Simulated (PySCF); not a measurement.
# Fe, Fe⁺, Fe²⁺: ionisation energies in ANO-RCC-VTZP

Each state of iron is computed at each level; their differences give the ionisation energy. How far do the methods differ?

Method: unrestricted determinants in a Gaussian basis, no spin-orbit coupling in the energies. Code: PySCF 2.14.0.

### 1 The system

| Quantity | Value |
| --- | --- |
| Element | iron (Z = 26) |
| Basis | ANO-RCC-VTZP (6s5p3d2f1g, 59 functions) |
| Hamiltonian | the spin-free X2C one-electron Hamiltonian (Gaussian nucleus) |
| State 1 | Fe: [Ar] 3d6 4s2, high-spin 5D determinant |
| State 2 | Fe⁺: [Ar] 3d6 4s1, high-spin 6D determinant |
| State 3 | Fe²⁺: [Ar] 3d6, high-spin 5D determinant |
| Methods | UHF, LDA, PBE, PBE0, r2SCAN, LC-wPBE, B97-3, wB97X, MP2 |
| Core shells frozen in the correlated runs | valence: [Ar]; valence and next inner shell: [Ne] (for Fe) |

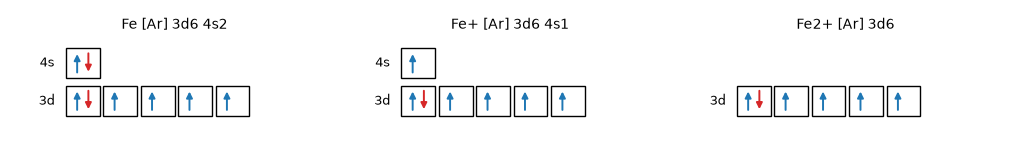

Occupation of the outer shells (arrows by Hund's rule).

The runs were made by one driver on top of PySCF. The scripts below sum up each run's settings (the driver also hands on starting orbitals that pick excited configurations, and frozen orbitals as a list rather than a count), and the logs come from the driver's own runs. The driver starts from symmetry-adapted Hartree-Fock orbitals, holds the occupation by maximum overlap and uses a logarithmic radial grid for functionals, so a plain start would take other cycles.

The integrals over 59 functions and the set-up took 9.1 s of CPU time.

### 2 Fe

Level: UHF.

File input.py:

```python
from pyscf import gto, scf, dft, mp, cc
import basis_set_exchange as bse
mol = gto.M(atom="Fe 0 0 0", charge=0, spin=4, symmetry="D2h",
            basis=gto.basis.parse(bse.get_basis("ANO-RCC-VTZP", elements=["Fe"], fmt="nwchem")),
            nucmod="G")
mf = scf.UHF(mol).sfx2c1e()
mf.irrep_nelec = {'Ag': (6, 4), 'B1g': (1, 1), 'B2g': (1, 0), 'B3g': (1, 0), 'B1u': (2, 2), 'B2u': (2, 2), 'B3u': (2, 2)}
mf.kernel()
```

What it wrote:

```text
damping factor = 0
level_shift factor = 0
DIIS = <class 'pyscf.scf.diis.CDIIS'>
diis_start_cycle = 1
diis_space = 10
diis_damp = 0
SCF conv_tol = 1e-09
SCF conv_tol_grad = None
number electrons alpha = 15  beta = 11
cycle= 1 E= -1271.34673773495  delta_E= -0.00474  |g|= 0.0252  |ddm|= 0.0397
cycle= 2 E= -1271.34685614967  delta_E= -0.000118  |g|= 0.00511  |ddm|= 0.00834
cycle= 3 E= -1271.34686554018  delta_E= -9.39e-06  |g|= 0.00133  |ddm|= 0.0037
cycle= 4 E= -1271.34686644401  delta_E= -9.04e-07  |g|= 0.000674  |ddm|= 0.00102
cycle= 5 E= -1271.34686686702  delta_E= -4.23e-07  |g|= 0.000135  |ddm|= 0.00109
cycle= 6 E= -1271.34686689811  delta_E= -3.11e-08  |g|= 3.55e-05  |ddm|= 0.000341
cycle= 7 E= -1271.3468669034  delta_E= -5.29e-09  |g|= 1.73e-05  |ddm|= 0.000154
cycle= 8 E= -1271.34686690513  delta_E= -1.74e-09  |g|= 4.1e-06  |ddm|= 0.000133
cycle= 9 E= -1271.3468669052  delta_E= -6.98e-11  |g|= 7.94e-07  |ddm|= 2.72e-05
converged SCF energy = -1271.3468669052  <S^2> = 6.0182815  2S+1 = 5.0073073
```

CPU time 2.8 s on a shared host, the integrals not counted.

Orbital energies by shell (radii are means over both spins):

```csv
shell,electrons,mean orbital energy (eV),spread (eV),rms radius (bohr)
1s α,1,-7175.0,0,0.0675
1s β,1,-7175.0,0,0.0675
2s α,1,-884.32,0,0.288
2s β,1,-881.06,0,0.288
2p α,3,-750.09,0.882,0.260
2p β,3,-746.87,0.005,0.260
3s α,1,-120.49,0,0.871
3s β,1,-110.93,0,0.871
3p α,3,-80.876,2.001,0.936
3p β,3,-69.341,1.504,0.936
3d α,5,-18.338,2.352,1.24
3d β,1,-12.800,0,1.24
4s α,1,-7.700,0,3.49
4s β,1,-6.650,0,3.49
```

⟨S²⟩ = 6.018, ⟨L²⟩ = 6.02.

Spin-orbit constants on these orbitals (cm⁻¹; bare nucleus, screened nucleus, mean field): 3d 768.9, 473.2, n/a. To first order in LS coupling the lowest level has J = 4 and lies 0.0587 eV below the centre of the term.

Level: LDA.

input.py, as changed from the run before:

```diff
@@ -5,3 +5,3 @@
             nucmod="G")
-mf = scf.UHF(mol).sfx2c1e()
+mf = dft.UKS(mol, xc="LDA,VWN").sfx2c1e()
 mf.irrep_nelec = {'Ag': (6, 4), 'B1g': (1, 1), 'B2g': (1, 0), 'B3g': (1, 0), 'B1u': (2, 2), 'B2u': (2, 2), 'B3u': (2, 2)}
```

What it wrote:

```text
damping factor = 0
level_shift factor = 0
DIIS = <class 'pyscf.scf.diis.CDIIS'>
diis_start_cycle = 1
diis_space = 10
diis_damp = 0
SCF conv_tol = 1e-09
SCF conv_tol_grad = None
number electrons alpha = 15  beta = 11
XC functionals = LDA,VWN
    P. A. M. Dirac.,  Math. Proc. Cambridge Philos. Soc. 26, 376 (1930)
    F. Bloch.,  Z. Phys. 57, 545 (1929)
    S. H. Vosko, L. Wilk, and M. Nusair.,  Can. J. Phys. 58, 1200 (1980)
cycle= 1 E= -1270.06389971641  delta_E= -0.0215  |g|= 0.144  |ddm|= 0.433
cycle= 2 E= -1270.05477592618  delta_E= 0.00912  |g|= 0.245  |ddm|= 0.342
cycle= 3 E= -1270.06742914602  delta_E= -0.0127  |g|= 0.0142  |ddm|= 0.109
cycle= 4 E= -1270.06747983742  delta_E= -5.07e-05  |g|= 0.00205  |ddm|= 0.0175
cycle= 5 E= -1270.06747894939  delta_E= 8.88e-07  |g|= 0.000391  |ddm|= 0.0138
cycle= 6 E= -1270.06747900942  delta_E= -6e-08  |g|= 3.32e-05  |ddm|= 0.00135
cycle= 7 E= -1270.06747926092  delta_E= -2.52e-07  |g|= 0.000451  |ddm|= 0.0115
cycle= 8 E= -1270.06747900837  delta_E= 2.53e-07  |g|= 1.01e-05  |ddm|= 0.0121
cycle= 9 E= -1270.06747900831  delta_E= 5.98e-11  |g|= 3.34e-06  |ddm|= 0.000172
converged SCF energy = -1270.06747900831  <S^2> = 6.009931  2S+1 = 5.0039708
```

CPU time 1.4 s on a shared host, the integrals not counted.

Level: PBE.

input.py, as changed from the run before:

```diff
@@ -5,3 +5,3 @@
             nucmod="G")
-mf = dft.UKS(mol, xc="LDA,VWN").sfx2c1e()
+mf = dft.UKS(mol, xc="PBE").sfx2c1e()
 mf.irrep_nelec = {'Ag': (6, 4), 'B1g': (1, 1), 'B2g': (1, 0), 'B3g': (1, 0), 'B1u': (2, 2), 'B2u': (2, 2), 'B3u': (2, 2)}
```

What it wrote:

```text
damping factor = 0
level_shift factor = 0
DIIS = <class 'pyscf.scf.diis.CDIIS'>
diis_start_cycle = 1
diis_space = 10
diis_damp = 0
SCF conv_tol = 1e-09
SCF conv_tol_grad = None
number electrons alpha = 15  beta = 11
XC functionals = PBE
    J. P. Perdew, K. Burke, and M. Ernzerhof.,  Phys. Rev. Lett. 77, 3865 (1996)
    J. P. Perdew, K. Burke, and M. Ernzerhof.,  Phys. Rev. Lett. 78, 1396 (1997)
    J. P. Perdew, K. Burke, and M. Ernzerhof.,  Phys. Rev. Lett. 77, 3865 (1996)
    J. P. Perdew, K. Burke, and M. Ernzerhof.,  Phys. Rev. Lett. 78, 1396 (1997)
cycle= 1 E= -1272.37644546074  delta_E= -0.0186  |g|= 0.119  |ddm|= 0.421
cycle= 2 E= -1272.37051502303  delta_E= 0.00593  |g|= 0.191  |ddm|= 0.379
cycle= 3 E= -1272.37837338609  delta_E= -0.00786  |g|= 0.0174  |ddm|= 0.0954
cycle= 4 E= -1272.3783447069  delta_E= 2.87e-05  |g|= 0.00533  |ddm|= 0.0725
cycle= 5 E= -1272.37834711469  delta_E= -2.41e-06  |g|= 0.000692  |ddm|= 0.017
cycle= 6 E= -1272.37834722591  delta_E= -1.11e-07  |g|= 0.0001  |ddm|= 0.00249
cycle= 7 E= -1272.37834722953  delta_E= -3.63e-09  |g|= 2.61e-05  |ddm|= 0.000113
cycle= 8 E= -1272.3783472297  delta_E= -1.63e-10  |g|= 7.4e-06  |ddm|= 6.43e-05
converged SCF energy = -1272.3783472297  <S^2> = 6.0099619  2S+1 = 5.0039832
```

CPU time 2.2 s on a shared host, the integrals not counted.

Level: PBE0.

input.py, as changed from the run before:

```diff
@@ -5,3 +5,3 @@
             nucmod="G")
-mf = dft.UKS(mol, xc="PBE").sfx2c1e()
+mf = dft.UKS(mol, xc="PBE0").sfx2c1e()
 mf.irrep_nelec = {'Ag': (6, 4), 'B1g': (1, 1), 'B2g': (1, 0), 'B3g': (1, 0), 'B1u': (2, 2), 'B2u': (2, 2), 'B3u': (2, 2)}
```

What it wrote:

```text
damping factor = 0
level_shift factor = 0
DIIS = <class 'pyscf.scf.diis.CDIIS'>
diis_start_cycle = 1
diis_space = 10
diis_damp = 0
SCF conv_tol = 1e-09
SCF conv_tol_grad = None
number electrons alpha = 15  beta = 11
XC functionals = PBE0
    C. Adamo and V. Barone.,  J. Chem. Phys. 110, 6158 (1999)
    M. Ernzerhof and G. E. Scuseria.,  J. Chem. Phys. 110, 5029 (1999)
cycle= 1 E= -1272.39357712474  delta_E= -0.0116  |g|= 0.0574  |ddm|= 0.182
cycle= 2 E= -1272.39320424239  delta_E= 0.000373  |g|= 0.0741  |ddm|= 0.0594
cycle= 3 E= -1272.39433483264  delta_E= -0.00113  |g|= 0.0037  |ddm|= 0.0309
cycle= 4 E= -1272.39433810113  delta_E= -3.27e-06  |g|= 0.000686  |ddm|= 0.00229
cycle= 5 E= -1272.39433832526  delta_E= -2.24e-07  |g|= 0.000105  |ddm|= 0.00109
cycle= 6 E= -1272.39433838091  delta_E= -5.56e-08  |g|= 5.75e-05  |ddm|= 0.000757
cycle= 7 E= -1272.39433843521  delta_E= -5.43e-08  |g|= 4.85e-05  |ddm|= 0.000891
cycle= 8 E= -1272.39433855954  delta_E= -1.24e-07  |g|= 6.29e-06  |ddm|= 0.00412
cycle= 9 E= -1272.39433856048  delta_E= -9.39e-10  |g|= 2.63e-07  |ddm|= 0.000393
converged SCF energy = -1272.39433856048  <S^2> = 6.0105692  2S+1 = 5.0042259
```

It used 2.5 s of CPU time after the integrals (shared host).

Level: r2SCAN.

input.py, as changed from the run before:

```diff
@@ -5,3 +5,3 @@
             nucmod="G")
-mf = dft.UKS(mol, xc="PBE0").sfx2c1e()
+mf = dft.UKS(mol, xc="R2SCAN").sfx2c1e()
 mf.irrep_nelec = {'Ag': (6, 4), 'B1g': (1, 1), 'B2g': (1, 0), 'B3g': (1, 0), 'B1u': (2, 2), 'B2u': (2, 2), 'B3u': (2, 2)}
```

What it wrote:

```text
damping factor = 0
level_shift factor = 0
DIIS = <class 'pyscf.scf.diis.CDIIS'>
diis_start_cycle = 1
diis_space = 10
diis_damp = 0
SCF conv_tol = 1e-09
SCF conv_tol_grad = None
number electrons alpha = 15  beta = 11
XC functionals = R2SCAN
    J. W. Furness, A. D. Kaplan, J. Ning, J. P. Perdew, and J. Sun.,  J. Phys. Chem. Lett. 11, 8208-8215 (2020)
    J. W. Furness, A. D. Kaplan, J. Ning, J. P. Perdew, and J. Sun.,  J. Phys. Chem. Lett. 11, 9248-9248 (2020)
    J. W. Furness, A. D. Kaplan, J. Ning, J. P. Perdew, and J. Sun.,  J. Phys. Chem. Lett. 11, 8208-8215 (2020)
    J. W. Furness, A. D. Kaplan, J. Ning, J. P. Perdew, and J. Sun.,  J. Phys. Chem. Lett. 11, 9248-9248 (2020)
cycle= 1 E= -1272.5788436701  delta_E= -0.0139  |g|= 0.0998  |ddm|= 0.266
cycle= 2 E= -1272.5663422098  delta_E= 0.0125  |g|= 0.246  |ddm|= 0.632
cycle= 3 E= -1272.58186449814  delta_E= -0.0155  |g|= 0.017  |ddm|= 0.714
cycle= 4 E= -1272.5831220537  delta_E= -0.00126  |g|= 0.0396  |ddm|= 0.212
cycle= 5 E= -1272.58315782577  delta_E= -3.58e-05  |g|= 0.04  |ddm|= 0.0059
cycle= 6 E= -1272.58461252183  delta_E= -0.00145  |g|= 0.0343  |ddm|= 0.199
cycle= 7 E= -1272.58546518  delta_E= -0.000853  |g|= 0.00762  |ddm|= 0.153
cycle= 8 E= -1272.58542808307  delta_E= 3.71e-05  |g|= 0.0194  |ddm|= 0.0792
cycle= 9 E= -1272.58549983612  delta_E= -7.18e-05  |g|= 0.0108  |ddm|= 0.00651
cycle= 10 E= -1272.58553390136  delta_E= -3.41e-05  |g|= 0.00352  |ddm|= 0.0126
cycle= 11 E= -1272.58553783565  delta_E= -3.93e-06  |g|= 0.00133  |ddm|= 0.00999
cycle= 12 E= -1272.58553843052  delta_E= -5.95e-07  |g|= 0.000119  |ddm|= 0.00283
cycle= 13 E= -1272.58553843457  delta_E= -4.05e-09  |g|= 1.78e-05  |ddm|= 9.98e-05
cycle= 14 E= -1272.58553843466  delta_E= -9.85e-11  |g|= 8.1e-06  |ddm|= 3.7e-05
converged SCF energy = -1272.58553843466  <S^2> = 6.0216221  2S+1 = 5.0086414
```

It used 7.7 s of CPU time after the integrals (shared host).

⟨L²⟩ = 7.88 against 6 for a pure D term, so this real determinant mixes terms. The s, p, d and f populations moved away from the nominal configuration during the SCF.

Level: LC-wPBE.

input.py, as changed from the run before:

```diff
@@ -5,3 +5,3 @@
             nucmod="G")
-mf = dft.UKS(mol, xc="R2SCAN").sfx2c1e()
+mf = dft.UKS(mol, xc="LC_WPBE").sfx2c1e()
 mf.irrep_nelec = {'Ag': (6, 4), 'B1g': (1, 1), 'B2g': (1, 0), 'B3g': (1, 0), 'B1u': (2, 2), 'B2u': (2, 2), 'B3u': (2, 2)}
```

What it wrote:

```text
damping factor = 0
level_shift factor = 0
DIIS = <class 'pyscf.scf.diis.CDIIS'>
diis_start_cycle = 1
diis_space = 10
diis_damp = 0
SCF conv_tol = 1e-09
SCF conv_tol_grad = None
number electrons alpha = 15  beta = 11
XC functionals = LC_WPBE
    O. A. Vydrov and G. E. Scuseria.,  J. Chem. Phys. 125, 234109 (2006)
cycle= 1 E= -1272.4176335929  delta_E= -0.0142  |g|= 0.0555  |ddm|= 0.153
cycle= 2 E= -1272.41856592854  delta_E= -0.000932  |g|= 0.048  |ddm|= 0.0582
cycle= 3 E= -1272.41907330069  delta_E= -0.000507  |g|= 0.00927  |ddm|= 0.0208
cycle= 4 E= -1272.4191517871  delta_E= -7.85e-05  |g|= 0.000981  |ddm|= 0.018
cycle= 5 E= -1272.41915525232  delta_E= -3.47e-06  |g|= 0.000421  |ddm|= 0.00424
cycle= 6 E= -1272.41915663276  delta_E= -1.38e-06  |g|= 0.000418  |ddm|= 0.00243
cycle= 7 E= -1272.41915622003  delta_E= 4.13e-07  |g|= 0.000411  |ddm|= 0.000724
cycle= 8 E= -1272.41914775457  delta_E= 8.47e-06  |g|= 0.000248  |ddm|= 0.0234
cycle= 9 E= -1272.41914693868  delta_E= 8.16e-07  |g|= 5.1e-05  |ddm|= 0.00883
cycle= 10 E= -1272.4191469284  delta_E= 1.03e-08  |g|= 3.06e-05  |ddm|= 0.00117
cycle= 11 E= -1272.41914692859  delta_E= -1.98e-10  |g|= 1.91e-06  |ddm|= 7.49e-05
converged SCF energy = -1272.41914692859  <S^2> = 6.0099757  2S+1 = 5.0039887
```

It used 12 s of CPU time after the integrals (shared host).

Level: B97-3.

input.py, as changed from the run before:

```diff
@@ -5,3 +5,3 @@
             nucmod="G")
-mf = dft.UKS(mol, xc="LC_WPBE").sfx2c1e()
+mf = dft.UKS(mol, xc="HYB_GGA_XC_B97_3").sfx2c1e()
 mf.irrep_nelec = {'Ag': (6, 4), 'B1g': (1, 1), 'B2g': (1, 0), 'B3g': (1, 0), 'B1u': (2, 2), 'B2u': (2, 2), 'B3u': (2, 2)}
```

What it wrote:

```text
damping factor = 0
level_shift factor = 0
DIIS = <class 'pyscf.scf.diis.CDIIS'>
diis_start_cycle = 1
diis_space = 10
diis_damp = 0
SCF conv_tol = 1e-09
SCF conv_tol_grad = None
number electrons alpha = 15  beta = 11
XC functionals = HYB_GGA_XC_B97_3
    T. W. Keal and D. J. Tozer.,  J. Chem. Phys. 123, 121103 (2005)
cycle= 1 E= -1272.47736716887  delta_E= -0.0107  |g|= 0.0466  |ddm|= 0.174
cycle= 2 E= -1272.47721887006  delta_E= 0.000148  |g|= 0.0582  |ddm|= 0.0503
cycle= 3 E= -1272.47791503832  delta_E= -0.000696  |g|= 0.00342  |ddm|= 0.0243
cycle= 4 E= -1272.47792293254  delta_E= -7.89e-06  |g|= 0.000832  |ddm|= 0.00705
cycle= 5 E= -1272.47792723405  delta_E= -4.3e-06  |g|= 0.000516  |ddm|= 0.00674
cycle= 6 E= -1272.47793321455  delta_E= -5.98e-06  |g|= 0.000212  |ddm|= 0.015
cycle= 7 E= -1272.4779346119  delta_E= -1.4e-06  |g|= 5.5e-05  |ddm|= 0.0104
cycle= 8 E= -1272.47793462983  delta_E= -1.79e-08  |g|= 1.26e-05  |ddm|= 0.00123
cycle= 9 E= -1272.4779346299  delta_E= -6.8e-11  |g|= 6.05e-07  |ddm|= 4.23e-05
converged SCF energy = -1272.4779346299  <S^2> = 6.0073476  2S+1 = 5.0029382
```

It used 2.6 s of CPU time after the integrals (shared host).

Level: wB97X.

input.py, as changed from the run before:

```diff
@@ -5,3 +5,3 @@
             nucmod="G")
-mf = dft.UKS(mol, xc="HYB_GGA_XC_B97_3").sfx2c1e()
+mf = dft.UKS(mol, xc="WB97X").sfx2c1e()
 mf.irrep_nelec = {'Ag': (6, 4), 'B1g': (1, 1), 'B2g': (1, 0), 'B3g': (1, 0), 'B1u': (2, 2), 'B2u': (2, 2), 'B3u': (2, 2)}
```

What it wrote:

```text
damping factor = 0
level_shift factor = 0
DIIS = <class 'pyscf.scf.diis.CDIIS'>
diis_start_cycle = 1
diis_space = 10
diis_damp = 0
SCF conv_tol = 1e-09
SCF conv_tol_grad = None
number electrons alpha = 15  beta = 11
XC functionals = WB97X
    J.-D. Chai and M. Head-Gordon.,  J. Chem. Phys. 128, 084106 (2008)
cycle= 1 E= -1272.63924364329  delta_E= -0.0133  |g|= 0.0451  |ddm|= 0.159
cycle= 2 E= -1272.64014433629  delta_E= -0.000901  |g|= 0.0373  |ddm|= 0.0567
cycle= 3 E= -1272.64048325136  delta_E= -0.000339  |g|= 0.00857  |ddm|= 0.0185
cycle= 4 E= -1272.64057489503  delta_E= -9.16e-05  |g|= 0.00204  |ddm|= 0.0201
cycle= 5 E= -1272.64060229864  delta_E= -2.74e-05  |g|= 0.00177  |ddm|= 0.0109
cycle= 6 E= -1272.64066768577  delta_E= -6.54e-05  |g|= 0.00139  |ddm|= 0.031
cycle= 7 E= -1272.64074815441  delta_E= -8.05e-05  |g|= 0.00232  |ddm|= 0.0818
cycle= 8 E= -1272.64074815159  delta_E= 2.82e-09  |g|= 0.00232  |ddm|= 8.9e-06
cycle= 9 E= -1272.64075041459  delta_E= -2.26e-06  |g|= 8.24e-05  |ddm|= 0.00732
cycle= 10 E= -1272.64075041791  delta_E= -3.31e-09  |g|= 6.94e-06  |ddm|= 0.000229
cycle= 11 E= -1272.64075041807  delta_E= -1.63e-10  |g|= 2.23e-06  |ddm|= 9.91e-05
converged SCF energy = -1272.64075041807  <S^2> = 6.0055857  2S+1 = 5.0022338
```

CPU time 12 s on a shared host, the integrals not counted.

Level: MP2 (valence).

input.py, as changed from the run before:

```diff
@@ -5,4 +5,5 @@
             nucmod="G")
-mf = dft.UKS(mol, xc="WB97X").sfx2c1e()
+mf = scf.UHF(mol).sfx2c1e()
 mf.irrep_nelec = {'Ag': (6, 4), 'B1g': (1, 1), 'B2g': (1, 0), 'B3g': (1, 0), 'B1u': (2, 2), 'B2u': (2, 2), 'B3u': (2, 2)}
 mf.kernel()
+mp.UMP2(mf, frozen=9).kernel()
```

No log was kept for this step.

CPU time 0.14 s on a shared host, the integrals not counted.

With 8 electrons correlated, the MP2 correlation energy is -0.17829 hartree (-0.08650 same spin, -0.09179 opposite spin); the SCS form gives -0.13898. Largest pairs of shells: 3d-3d -0.1281, 3d-4s -0.0297, 4s-4s -0.0204.

### 3 Fe, continued

Level: MP2 (valence and next inner shell).

Edit input.py of step 2 so:

```diff
@@ -8,2 +8,2 @@
 mf.kernel()
-mp.UMP2(mf, frozen=9).kernel()
+mp.UMP2(mf, frozen=5).kernel()
```

This step left no log, only its results.

It used 0.21 s of CPU time after the integrals (shared host).

With 16 electrons correlated, the MP2 correlation energy is -0.49342 hartree (-0.17154 same spin, -0.32188 opposite spin); the SCS form gives -0.44344. Largest pairs of shells: 3p-3d -0.1895, 3d-3d -0.1281, 3p-3p -0.0705, 3d-4s -0.0297, 3s-3p -0.0216.

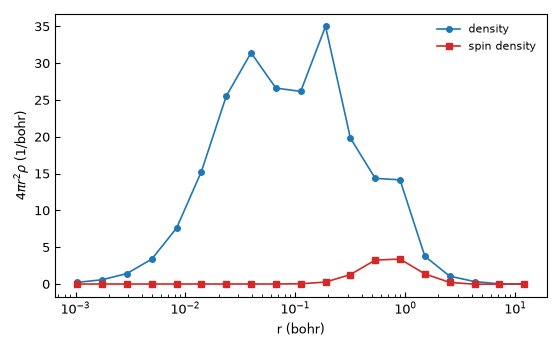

Radial density 4πr²ρ of Fe at UHF, at 19 stored radii joined by straight lines.

[end of part 1 of 3]
